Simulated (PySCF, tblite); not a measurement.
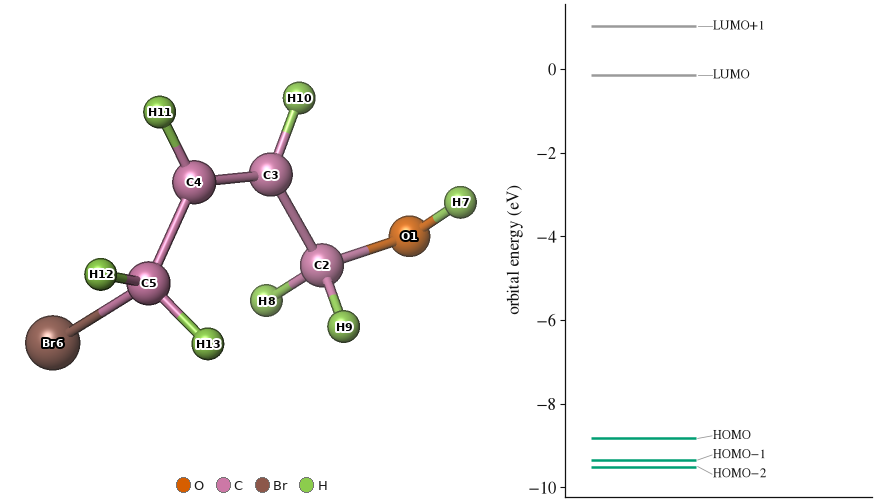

C₄H₇BrO, SMILES OC/C=C\CBr. Kohn-Sham orbital energies near the frontier, CAM-B3LYP/def2-SVPD with PySCF, at a GFN2-xTB geometry (a minimum by its frequencies), isolated molecule; empty levels in grey, levels within 0.03 eV side by side.

Q: Where do the frontier orbitals lie?

A: HOMO at −8.83 eV, LUMO at −0.15 eV, 8.68 eV apart.

Q: List the levels with the atoms that carry most of them (a dash for levels above zero or within 0.03 eV of another, where shares mean little).

A:
```
orbital  energy (eV)               Löwdin shares
 LUMO+1         1.02                           –
   LUMO        −0.15  Br6 35 %, C3 18 %, C5 18 %
   HOMO        −8.83  C4 27 %, Br6 25 %, C3 25 %
 HOMO−1        −9.35           Br6 82 %, C5 10 %
 HOMO−2        −9.50   Br6 67 %, C5 11 %, C4 7 %
```

Note: the tight-binding geometry is rougher than a DFT one and adds to the error; spin-orbit coupling is left out, and with Br it can shift these levels and split any degenerate set; one conformer of a flexible molecule; empty levels above zero depend strongly on the basis.
